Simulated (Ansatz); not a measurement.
# C₂H₅Si radical: single points with varied inputs

Aim: run C₂H₅Si radical under a spread of inputs, and see what each costs and gives.

Computed with Ansatz 0.2.0, Gaussian basis. Level: the settings change from run to run.

## 1. The molecule

The geometry comes from an earlier relaxation with PBE0-D4 in a triple-zeta def2 set; it is a stationary point, not always the lowest conformer.

8 atoms, charge 0, spin multiplicity 2.

Atoms are counted from 1 here; the program's logs count them from 0.

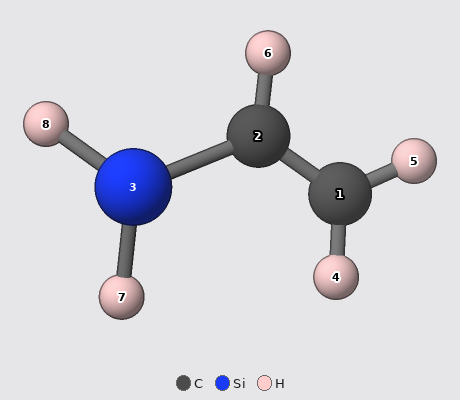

The geometry (carbon dark grey, silicon blue, hydrogen pink); atoms are numbered from 1 in the order of the file.

Geometry (Å):

```xyz
8
C2H5Si
C    -0.4086    0.9302   -0.8779
C    -0.3577    0.3489    0.3266
Si    0.8864   -0.9135    0.8076
H     0.2662    0.6449   -1.6799
H    -1.1290    1.7084   -1.1117
H    -1.0567    0.6892    1.0892
H     1.5315   -1.5441   -0.3751
H     0.3600   -1.9212    1.7654
```

## 2. B97M-V/ANO-RCC-VTZP

This run has restricted open-shell orbitals, a point charge of 1.00 e beside it, relativity set to scalar.

Input file in.yaml:

```yaml
crystal:
  periodic: [false, false, false]
  atoms:
    - {symbol: C, position_ang: [-0.408592, 0.930223, -0.877907]}
    - {symbol: C, position_ang: [-0.357729, 0.348917, 0.326561]}
    - {symbol: Si, position_ang: [0.886379, -0.913491, 0.807621]}
    - {symbol: H, position_ang: [0.266232, 0.644939, -1.679888]}
    - {symbol: H, position_ang: [-1.128955, 1.708378, -1.111654]}
    - {symbol: H, position_ang: [-1.056658, 0.689200, 1.089165]}
    - {symbol: H, position_ang: [1.531546, -1.544062, -0.375104]}
    - {symbol: H, position_ang: [0.359978, -1.921203, 1.765406]}
basis:
  gaussian: {orbitals: ANO-RCC-VTZP, point_charges: [{charge: 1.00, position_ang: [6.485, 0.403, -0.182]}]}
magnetization: {spin_polarized: false, initial_magnetization: 1}
hamiltonian: {xc: {name: B97M-V}, pseudopotentials: {relativity: scalar}}
```

On the command line:

```console
$ ansatz run in.yaml --threads 2 --pin off --events-out ev --progress --plain --max-ram 32768MiB --backend cpu
```

Output (excerpt; [...] marks lines left out):

```text
Functional definition: B97M-V
  name "B97M-V"
  cite "Mardirossian & Head-Gordon, J. Chem. Phys. 142, 074111 (2015) doi:10.1063/1.4907719"
  cite "Becke, J. Chem. Phys. 107, 8554 (1997) doi:10.1063/1.475007"
  cite "Vydrov & Van Voorhis, J. Chem. Phys. 133, 244103 (2010) doi:10.1063/1.3521275"
  # Of w^i u^j: cxij and so on, Table III.
[...]
  gx(w, u) = cx00 + cx01*u + cx02*u^2 + (cx10 + cx11*u)*w
  gss(w, u) = css00 + css02*u^2 + css10*w + (css32*w^3 + css42*w^4)*u^2
  gos(w, u) = cos00 + cos01*u + cos03*u^3 + cos10*w + cos32*w^3*u^2
[...]
      + integral(e_c_pw_mod_opposite_spin*gos(b97_w_opposite, b97_u_opposite)) + vv10(b, c)
1054 factors; their error is unknown
[...]
mean field -10047.54121155 eV, -369.2403290566 hartree, gradient 2.8e-5 eV, S^2 0.750000; 1 other end points of the search recorded, 0 dependent functions left out
reference -10047.54129611 eV, -369.2403321640 hartree; 16, 15 occupied and 148, 149 virtual orbitals, 1054 factors
Total energy: -10047.54129611 eV, -369.2403321640 hartree
Relativity: scalar
```

It took 20 s on 2 threads, shared host; peak memory 0.52 GiB.

## 3. wPBEh/def2-TZVP

This run has coordinates scaled by 0.96, the search for lower states set to light.

Input file in.yaml:

```yaml
crystal:
  periodic: [false, false, false]
  atoms:
    - {symbol: C, position_ang: [-0.392248, 0.893014, -0.842791]}
    - {symbol: C, position_ang: [-0.343420, 0.334961, 0.313498]}
    - {symbol: Si, position_ang: [0.850923, -0.876951, 0.775316]}
    - {symbol: H, position_ang: [0.255582, 0.619141, -1.612692]}
    - {symbol: H, position_ang: [-1.083797, 1.640043, -1.067188]}
    - {symbol: H, position_ang: [-1.014392, 0.661632, 1.045599]}
    - {symbol: H, position_ang: [1.470284, -1.482299, -0.360100]}
    - {symbol: H, position_ang: [0.345579, -1.844355, 1.694790]}
basis:
  gaussian: {orbitals: def2-TZVP}
magnetization: {spin_polarized: true, initial_magnetization: 1}
hamiltonian: {xc: {name: wPBEh}}
scf: {lower_state_search: light}
```

Same command.

Output (excerpt; [...] marks lines left out):

```text
Functional definition: wPBEh
  name "wPBEh"
  cite "Heyd, Scuseria & Ernzerhof, J. Chem. Phys. 118, 8207 (2003) doi:10.1063/1.1564060"
  cite "Krukau, Vydrov, Izmaylov & Scuseria, J. Chem. Phys. 125, 224106 (2006) doi:10.1063/1.2404663"
  cite "Heyd & Scuseria, J. Chem. Phys. 120, 7274 (2004) doi:10.1063/1.1668634"
  cite "Ernzerhof & Perdew, J. Chem. Phys. 109, 3313 (1998) doi:10.1063/1.476928"
  cite "Perdew, Burke & Ernzerhof, Phys. Rev. Lett. 77, 3865 (1996) doi:10.1103/PhysRevLett.77.3865"
  parent pbe
[...]
848 factors; their error is unknown
68 factors; integrals over basis functions are off by at most 6.1e-7 eV
[...]
mean field -10026.22216508 eV, -368.4568685492 hartree, gradient 4.5e-5 eV, S^2 0.761178; 0 other end points of the search recorded, 0 dependent functions left out
reference -10026.22220415 eV, -368.4568699849 hartree; 16, 15 occupied and 113, 114 virtual orbitals, 848 factors
Total energy: -10026.22220415 eV, -368.4568699849 hartree
```

Run time: 3.3 s. Hardware: 2 threads, shared host.

⟨S²⟩ 0.761.

## 4. B3LYP5/cc-pVDZ

Options: atoms shaken by 0.15 Å, density fitting with cc-pVTZ-jkfit, relativity set to scalar.

Input file in.yaml:

```yaml
crystal:
  periodic: [false, false, false]
  atoms:
    - {symbol: C, position_ang: [-0.450577, 0.862784, -0.837345]}
    - {symbol: C, position_ang: [-0.125774, 0.541567, 0.181401]}
    - {symbol: Si, position_ang: [1.048087, -1.184690, 0.718056]}
    - {symbol: H, position_ang: [0.013033, 0.979648, -1.500737]}
    - {symbol: H, position_ang: [-0.937203, 2.021129, -1.084165]}
    - {symbol: H, position_ang: [-1.197871, 0.755014, 0.823156]}
    - {symbol: H, position_ang: [1.298554, -1.600038, -0.259815]}
    - {symbol: H, position_ang: [0.587307, -1.718514, 1.865650]}
basis:
  gaussian: {orbitals: cc-pVDZ, fitting: {mean_field: cc-pVTZ-jkfit}}
magnetization: {spin_polarized: true, initial_magnetization: 1}
hamiltonian: {xc: {name: B3LYP5}, pseudopotentials: {relativity: scalar}}
output: {forces: true}
```

Same command.

Output (excerpt; [...] marks lines left out):

```text
Functional definition: B3LYP5
  name "B3LYP5"
  cite "Stephens, Devlin, Chabalowski & Frisch, J. Phys. Chem. 98, 11623 (1994) doi:10.1021/j100096a001"
  cite "Becke, Phys. Rev. A 38, 3098 (1988) doi:10.1103/PhysRevA.38.3098"
  cite "Lee, Yang & Parr, Phys. Rev. B 37, 785 (1988) doi:10.1103/PhysRevB.37.785"
  cite "Vosko, Wilk & Nusair, Can. J. Phys. 58, 1200 (1980) doi:10.1139/p80-159"
[...]
429 factors; integrals over basis functions are off by at most 4.1e-2 eV
[...]
mean field -10033.43745142 eV, -368.7220254316 hartree, gradient 4.9e-5 eV, S^2 0.753169; 0 other end points of the search recorded, 0 dependent functions left out
[...]
reference -10033.43767459 eV, -368.7220336330 hartree; 16, 15 occupied and 55, 56 virtual orbitals, 429 factors
Total energy: -10033.43767459 eV, -368.7220336330 hartree
Relativity: scalar
Atom 0 at    -0.450577     0.862784    -0.837345 Å, force   -16.440275    10.072850    -6.663116 eV/Å
Atom 1 at    -0.125774     0.541567     0.181401 Å, force     2.061342    -9.885839    24.759614 eV/Å
Atom 2 at     1.048087    -1.184690     0.718056 Å, force    -3.881228    11.479119    12.245973 eV/Å
Atom 3 at     0.013033     0.979648    -1.500737 Å, force    13.040798     0.807183   -18.981606 eV/Å
Atom 4 at    -0.937203     2.021129    -1.084165 Å, force    -0.863429    -2.558778     1.203676 eV/Å
Atom 5 at    -1.197871     0.755014     0.823156 Å, force     3.291497    -0.473435     0.444963 eV/Å
Atom 6 at     1.298554    -1.600038    -0.259815 Å, force     4.030400    -7.649605   -15.613336 eV/Å
Atom 7 at     0.587307    -1.718514     1.865650 Å, force    -1.239106    -1.791496     2.603831 eV/Å
Dipole moment:     0.108665    -0.245998    -0.010856 e Å
```

Run time: 1.9 s. Hardware: 2 threads, shared host.

Largest force 26.740 eV/Å, dipole 1.29 D, ⟨S²⟩ 0.753.

## 5. B97M-V/pcseg-2

This run has finite nuclei.

Input file in.yaml:

```yaml
crystal:
  periodic: [false, false, false]
  atoms:
    - {symbol: C, position_ang: [-0.408592, 0.930223, -0.877907]}
    - {symbol: C, position_ang: [-0.357729, 0.348917, 0.326561]}
    - {symbol: Si, position_ang: [0.886379, -0.913491, 0.807621]}
    - {symbol: H, position_ang: [0.266232, 0.644939, -1.679888]}
    - {symbol: H, position_ang: [-1.128955, 1.708378, -1.111654]}
    - {symbol: H, position_ang: [-1.056658, 0.689200, 1.089165]}
    - {symbol: H, position_ang: [1.531546, -1.544062, -0.375104]}
    - {symbol: H, position_ang: [0.359978, -1.921203, 1.765406]}
basis:
  gaussian: {orbitals: pcseg-2, nuclear_model: gaussian}
magnetization: {spin_polarized: true, initial_magnetization: 1}
hamiltonian: {xc: {name: B97M-V}}
```

The command is unchanged.

Output (excerpt; [...] marks lines left out):

```text
Functional definition: B97M-V
  name "B97M-V"
  cite "Mardirossian & Head-Gordon, J. Chem. Phys. 142, 074111 (2015) doi:10.1063/1.4907719"
  cite "Becke, J. Chem. Phys. 107, 8554 (1997) doi:10.1063/1.475007"
  cite "Vydrov & Van Voorhis, J. Chem. Phys. 133, 244103 (2010) doi:10.1063/1.3521275"
  # Of w^i u^j: cxij and so on, Table III.
[...]
  gx(w, u) = cx00 + cx01*u + cx02*u^2 + (cx10 + cx11*u)*w
  gss(w, u) = css00 + css02*u^2 + css10*w + (css32*w^3 + css42*w^4)*u^2
  gos(w, u) = cos00 + cos01*u + cos03*u^3 + cos10*w + cos32*w^3*u^2
[...]
      + integral(e_c_pw_mod_opposite_spin*gos(b97_w_opposite, b97_u_opposite)) + vv10(b, c)
838 factors; their error is unknown
[...]
mean field -10029.94574148 eV, -368.5937074582 hartree, gradient 3.4e-5 eV, S^2 0.761467; 0 other end points of the search recorded, 0 dependent functions left out
reference -10029.94581316 eV, -368.5937100921 hartree; 16, 15 occupied and 148, 149 virtual orbitals, 838 factors
Total energy: -10029.94581316 eV, -368.5937100921 hartree
```

Run time: 11 s. Hardware: 2 threads, shared host; peak memory 0.42 GiB.

⟨S²⟩ 0.761.

## 6. wB97X/def2-TZVPD

in.yaml, as its differences from that of step 5:

```diff
@@ -12,4 +12,5 @@
 basis:
-  gaussian: {orbitals: pcseg-2, nuclear_model: gaussian}
+  gaussian: {orbitals: def2-TZVPD}
 magnetization: {spin_polarized: true, initial_magnetization: 1}
-hamiltonian: {xc: {name: B97M-V}}
+hamiltonian: {xc: {name: wB97X}}
+output: {forces: true}
```

The command is unchanged.

Output (excerpt; [...] marks lines left out):

```text
Functional definition: wB97X
  name "wB97X"
  cite "Chai & Head-Gordon, J. Chem. Phys. 128, 084106 (2008) doi:10.1063/1.2834918"
  cite "Becke, J. Chem. Phys. 107, 8554 (1997) doi:10.1063/1.475007"
[...]
  # The coefficients of nought are those of the uniform gas.
[...]
      + exact_x_lr(omega)
[...]
      + integral(e_c_pw_opposite_spin*poly(b97_u_opposite, 1, cos1, cos2, cos3, cos4))
887 factors; their error is unknown
344 factors; integrals over basis functions are off by at most 6.1e-6 eV
[...]
mean field -10031.17241848 eV, -368.6387870064 hartree, gradient 2.6e-5 eV, S^2 0.765660; 0 other end points of the search recorded, 0 dependent functions left out
[...]
reference -10031.17239027 eV, -368.6387859696 hartree; 16, 15 occupied and 146, 147 virtual orbitals, 887 factors
Total energy: -10031.17239027 eV, -368.6387859696 hartree
Atom 0 at    -0.408592     0.930223    -0.877907 Å, force    -0.006577    -0.047964     0.119270 eV/Å
Atom 1 at    -0.357729     0.348917     0.326561 Å, force    -0.067921     0.092176    -0.106807 eV/Å
Atom 2 at     0.886379    -0.913491     0.807621 Å, force     0.092231    -0.082098     0.023720 eV/Å
Atom 3 at     0.266232     0.644939    -1.679888 Å, force     0.000411    -0.004777     0.014533 eV/Å
Atom 4 at    -1.128955     1.708378    -1.111654 Å, force     0.011837    -0.018601     0.010622 eV/Å
Atom 5 at    -1.056658     0.689200     1.089165 Å, force     0.008822     0.006137    -0.043584 eV/Å
Atom 6 at     1.531546    -1.544062    -0.375104 Å, force    -0.046455     0.019272     0.036476 eV/Å
Atom 7 at     0.359978    -1.921203     1.765406 Å, force     0.007653     0.035855    -0.054231 eV/Å
Dipole moment:    -0.102309     0.102780    -0.069732 e Å
```

It took 15 s on 2 threads, shared host; peak memory 0.53 GiB.

Largest force 0.157 eV/Å, dipole 0.77 D, ⟨S²⟩ 0.766.

## 7. B97/STO-3G

Options: multiplicity 4, atoms shaken by 0.03 Å, relativity set to none, high accuracy.

Input file in.yaml:

```yaml
crystal:
  periodic: [false, false, false]
  atoms:
    - {symbol: C, position_ang: [-0.404927, 0.955306, -0.891444]}
    - {symbol: C, position_ang: [-0.349985, 0.350819, 0.314976]}
    - {symbol: Si, position_ang: [0.888924, -0.945294, 0.839607]}
    - {symbol: H, position_ang: [0.283947, 0.643132, -1.674430]}
    - {symbol: H, position_ang: [-1.150473, 1.737570, -1.125272]}
    - {symbol: H, position_ang: [-1.066271, 0.672675, 1.110089]}
    - {symbol: H, position_ang: [1.541826, -1.515454, -0.385356]}
    - {symbol: H, position_ang: [0.354282, -1.937356, 1.799509]}
basis:
  gaussian: {orbitals: STO-3G}
magnetization: {spin_polarized: true, initial_magnetization: 3}
hamiltonian: {xc: {name: B97}, pseudopotentials: {relativity: none}}
accuracy: high
```

Launched as before.

Output (excerpt; [...] marks lines left out):

```text
Functional definition: B97
  name "B97"
  cite "Becke, J. Chem. Phys. 107, 8554 (1997) doi:10.1063/1.475007"
[...]
      + integral(e_c_pw_opposite_spin*poly(b97_u_opposite, cos0, cos1, cos2))
449 factors; integrals over basis functions are off by at most 5.9e-9 eV
[...]
mean field -9906.42447671 eV, -364.0543847035 hartree, gradient 2.4e-8 eV, S^2 3.756605; 0 other end points of the search recorded, 0 dependent functions left out
reference -9906.42447823 eV, -364.0543847593 hartree; 17, 14 occupied and 7, 10 virtual orbitals, 449 factors
Total energy: -9906.42447823 eV, -364.0543847593 hartree
```

Run time: 7.5 s. Hardware: 2 threads, shared host; peak memory 0.53 GiB.

⟨S²⟩ 3.757.

## 8. r2SCAN/def2-mTZVP

Options: multiplicity 4, density fitting with def2-universal-jkfit.

Input file in.yaml:

```yaml
crystal:
  periodic: [false, false, false]
  atoms:
    - {symbol: C, position_ang: [-0.408592, 0.930223, -0.877907]}
    - {symbol: C, position_ang: [-0.357729, 0.348917, 0.326561]}
    - {symbol: Si, position_ang: [0.886379, -0.913491, 0.807621]}
    - {symbol: H, position_ang: [0.266232, 0.644939, -1.679888]}
    - {symbol: H, position_ang: [-1.128955, 1.708378, -1.111654]}
    - {symbol: H, position_ang: [-1.056658, 0.689200, 1.089165]}
    - {symbol: H, position_ang: [1.531546, -1.544062, -0.375104]}
    - {symbol: H, position_ang: [0.359978, -1.921203, 1.765406]}
basis:
  gaussian: {orbitals: def2-mTZVP, fitting: {mean_field: def2-universal-jkfit}}
magnetization: {spin_polarized: true, initial_magnetization: 3}
hamiltonian: {xc: {name: r2SCAN}}
output: {forces: true}
```

Same command.

Output (excerpt; [...] marks lines left out):

```text
Functional definition: r2SCAN
  name "r2SCAN"
  cite "Furness, Kaplan, Ning, Perdew & Sun, J. Phys. Chem. Lett. 11, 8208 (2020) doi:10.1021/acs.jpclett.0c02405"
  cite "Furness, Kaplan, Ning, Perdew & Sun, J. Phys. Chem. Lett. 11, 9248 (2020) doi:10.1021/acs.jpclett.0c03077"
  parent r2scan
[...]
368 factors; integrals over basis functions are off by at most 6.4e-1 eV
[...]
mean field -10024.96310709 eV, -368.4105990215 hartree, gradient 3.5e-5 eV, S^2 3.762882; 0 other end points of the search recorded, 0 dependent functions left out
[...]
reference -10024.96312171 eV, -368.4105995588 hartree; 17, 14 occupied and 58, 61 virtual orbitals, 368 factors
Total energy: -10024.96312171 eV, -368.4105995588 hartree
Atom 0 at    -0.408592     0.930223    -0.877907 Å, force    -0.434758     3.890548    -8.304071 eV/Å
Atom 1 at    -0.357729     0.348917     0.326561 Å, force    -0.332992    -3.112435     7.946810 eV/Å
Atom 2 at     0.886379    -0.913491     0.807621 Å, force     1.132510    -0.356313     0.730360 eV/Å
Atom 3 at     0.266232     0.644939    -1.679888 Å, force    -0.139447     0.068518    -0.077923 eV/Å
Atom 4 at    -1.128955     1.708378    -1.111654 Å, force     0.142684     0.044388    -0.089815 eV/Å
Atom 5 at    -1.056658     0.689200     1.089165 Å, force    -0.041180    -0.211073     0.025514 eV/Å
Atom 6 at     1.531546    -1.544062    -0.375104 Å, force    -0.138831    -0.116747    -0.195946 eV/Å
Atom 7 at     0.359978    -1.921203     1.765406 Å, force    -0.187986    -0.206885    -0.034929 eV/Å
Dipole moment:    -0.163760     0.151886    -0.029419 e Å
```

Wall time 3.6 s (2 threads, shared host).

Largest force 9.181 eV/Å, dipole 1.08 D, ⟨S²⟩ 3.763.

## 9. HF/STO-3G

Set apart from the defaults: restricted open-shell orbitals.

in.yaml, as its differences from that of step 8:

```diff
@@ -12,5 +12,5 @@
 basis:
-  gaussian: {orbitals: def2-mTZVP, fitting: {mean_field: def2-universal-jkfit}}
-magnetization: {spin_polarized: true, initial_magnetization: 3}
-hamiltonian: {xc: {name: r2SCAN}}
+  gaussian: {orbitals: STO-3G}
+magnetization: {spin_polarized: false, initial_magnetization: 1}
+hamiltonian: {xc: {name: HF}}
 output: {forces: true}
```

Same command.

Output (excerpt; [...] marks lines left out):

```text
Functional definition: HF
  name "HF"
  cite "Fock, Z. Phys. 61, 126 (1930) doi:10.1007/BF01340294"
  parent pbe
[...]
297 factors; integrals over basis functions are off by at most 2.7e-5 eV
[...]
mean field -9883.70392585 eV, -363.2194198598 hartree, gradient 1.4e-5 eV, S^2 0.750000; 0 other end points of the search recorded, 0 dependent functions left out
[...]
reference -9883.70392585 eV, -363.2194198598 hartree; 16, 15 occupied and 8, 9 virtual orbitals, 297 factors
Total energy: -9883.70392585 eV, -363.2194198598 hartree
Atom 0 at    -0.408592     0.930223    -0.877907 Å, force    -0.018952    -0.844192     1.890415 eV/Å
Atom 1 at    -0.357729     0.348917     0.326561 Å, force    -0.353735     0.783257    -1.845933 eV/Å
Atom 2 at     0.886379    -0.913491     0.807621 Å, force     0.974810    -1.406515     0.267772 eV/Å
Atom 3 at     0.266232     0.644939    -1.679888 Å, force    -0.159203     0.119246     0.062785 eV/Å
Atom 4 at    -1.128955     1.708378    -1.111654 Å, force     0.146641    -0.089278    -0.078304 eV/Å
Atom 5 at    -1.056658     0.689200     1.089165 Å, force     0.099658    -0.036067    -0.225681 eV/Å
Atom 6 at     1.531546    -1.544062    -0.375104 Å, force    -1.007813     0.520579     1.193752 eV/Å
Atom 7 at     0.359978    -1.921203     1.765406 Å, force     0.318593     0.952971    -1.264807 eV/Å
Dipole moment:     0.097659     0.023630     0.099995 e Å
```

It took 0.42 s on 2 threads, shared host.

Largest force 2.070 eV/Å, dipole 0.68 D.

## 10. r2SCAN/cc-pVTZ

Set apart from the defaults: charge +1, multiplicity 1, the search for lower states set to off.

in.yaml, as its differences from that of step 9:

```diff
@@ -12,5 +12,6 @@
 basis:
-  gaussian: {orbitals: STO-3G}
-magnetization: {spin_polarized: false, initial_magnetization: 1}
-hamiltonian: {xc: {name: HF}}
+  gaussian: {orbitals: cc-pVTZ}
+total_charge: 1
+hamiltonian: {xc: {name: r2SCAN}}
+scf: {lower_state_search: off}
 output: {forces: true}
```

Same command.

Output (excerpt; [...] marks lines left out):

```text
Functional definition: r2SCAN
  name "r2SCAN"
  cite "Furness, Kaplan, Ning, Perdew & Sun, J. Phys. Chem. Lett. 11, 8208 (2020) doi:10.1021/acs.jpclett.0c02405"
  cite "Furness, Kaplan, Ning, Perdew & Sun, J. Phys. Chem. Lett. 11, 9248 (2020) doi:10.1021/acs.jpclett.0c03077"
  parent r2scan
[...]
903 factors; their error is unknown
[...]
mean field -10022.06969929 eV, -368.3042682460 hartree, gradient 5.2e-6 eV, S^2 0.000000; 0 other end points of the search recorded, 0 dependent functions left out
[...]
reference -10022.06971012 eV, -368.3042686440 hartree; 15, 15 occupied and 149, 149 virtual orbitals, 903 factors
Total energy: -10022.06971012 eV, -368.3042686440 hartree
Atom 0 at    -0.408592     0.930223    -0.877907 Å, force     0.450957     0.146510    -0.826084 eV/Å
Atom 1 at    -0.357729     0.348917     0.326561 Å, force     0.620213     0.045303     1.589830 eV/Å
Atom 2 at     0.886379    -0.913491     0.807621 Å, force    -2.361642    -0.875926    -1.676024 eV/Å
Atom 3 at     0.266232     0.644939    -1.679888 Å, force     0.119456     0.182561     0.011985 eV/Å
Atom 4 at    -1.128955     1.708378    -1.111654 Å, force    -0.249570    -0.248820    -0.051374 eV/Å
Atom 5 at    -1.056658     0.689200     1.089165 Å, force     0.099148    -0.032310     0.065061 eV/Å
Atom 6 at     1.531546    -1.544062    -0.375104 Å, force     0.687980     0.375594     0.298328 eV/Å
Atom 7 at     0.359978    -1.921203     1.765406 Å, force     0.633457     0.407089     0.588278 eV/Å
Dipole moment:     0.263063    -0.064497     0.141696 e Å
Checks for a lower state left out: stability, starts, cluster_reference, orbital_swaps, neighbouring_geometries, increment
```

It took 3.7 s on 2 threads, shared host.

Largest force 3.026 eV/Å.

## 11. The runs in one table

```csv
level,charge,multiplicity,geometry,functions,energy (eV),time
B97M-V/ANO-RCC-VTZP,0,2,"relaxed, point charge",164,-10047.541,20 s
wPBEh/def2-TZVP,0,2,scaled,129,-10026.222,3.3 s
B3LYP5/cc-pVDZ,0,2,shaken,71,-10033.438,1.9 s
B97M-V/pcseg-2,0,2,relaxed,164,-10029.946,11 s
wB97X/def2-TZVPD,0,2,relaxed,162,-10031.172,15 s
B97/STO-3G,0,4,shaken,24,-9906.424,7.5 s
r2SCAN/def2-mTZVP,0,4,relaxed,75,-10024.963,3.6 s
HF/STO-3G,0,2,relaxed,24,-9883.704,0.42 s
r2SCAN/cc-pVTZ,1,1,relaxed,164,-10022.070,3.7 s
```

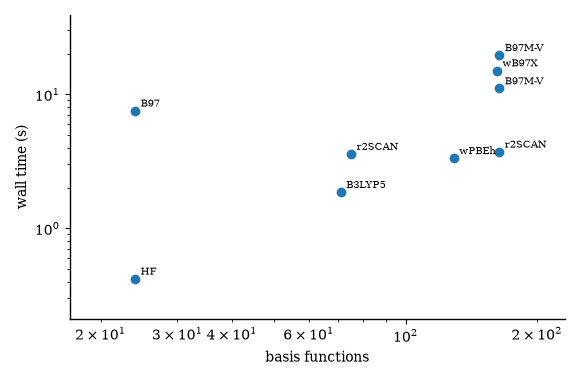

Wall time against the number of basis functions (shared host).

## 12. Results

| quantity | value |
| --- | --- |
| runs | 9 |
| quickest | HF/STO-3G, 0.42 s |
| slowest | B97M-V/ANO-RCC-VTZP, 20 s |
| spread of total energies, same state and geometry | 147.5 eV |
| dipole, same state and geometry | 0.68 to 0.77 D |

What this shows: B97M-V/ANO-RCC-VTZP took 47 times as long as HF/STO-3G. The jobs differ in tasks and options as well as level. Total energies at one charge and spin differ by 147 eV between levels, so only differences within one level mean anything. At the PBE0-D4/def2-TZVP geometry and in the same state, runs without warnings or point charges leave forces up to 2.07 eV/Å (HF/STO-3G), against 26.7 eV/Å where the atoms were moved.
